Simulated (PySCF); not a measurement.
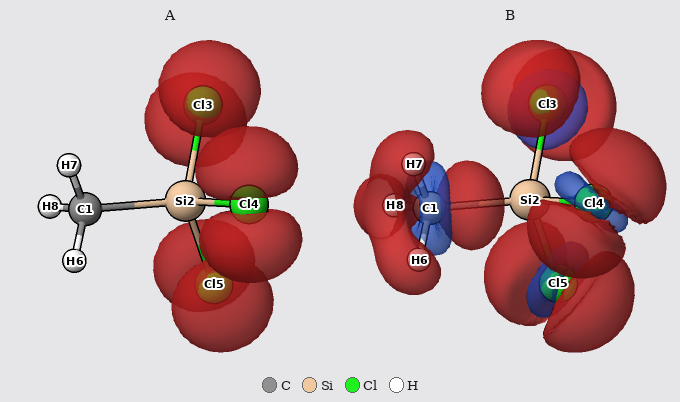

*CH3Cl3Si, SMILES `C[Si](Cl)(Cl)Cl`. The Fukui function f⁻ from two separate SCF calculations and the density of the HOMO, at ±0.015 e/Å³ (red positive, blue negative).*

PySCF calculation, TPSSh/def2-SVP, gas phase; geometry: GFN2-xTB. No frequency check shows the geometry to be a minimum. GFN2-xTB bond lengths at metals and heavier atoms can be off by up to 0.1 Å and shapes distorted, which carries into these values.

Coordinates in Å:

```
C1      -0.0013    0.0000   -2.1300
Si2      0.0000    0.0002   -0.2305
Cl3      0.5718   -1.8123    0.4621
Cl4      1.2838    1.4011    0.4620
Cl5     -1.8551    0.4110    0.4628
H6      -0.3209    0.9606   -2.5238
H7       0.9913   -0.2029   -2.5241
H8      -0.6724   -0.7576   -2.5237
```

### Which panel is which, and how good is the frozen-orbital picture?

B is f⁻ (it has negative regions), A the HOMO density. The HOMO lies on Cl3, Cl4 and Cl5 (32 % each); f⁻ (Hirshfeld-condensed) is largest on Cl3, Cl4 and Cl5 (0.24 each); the vertical ionisation energy is 10.93 eV. Relaxation shifts 24 % of the electron between atoms. The orbital energy is −8.38 eV.
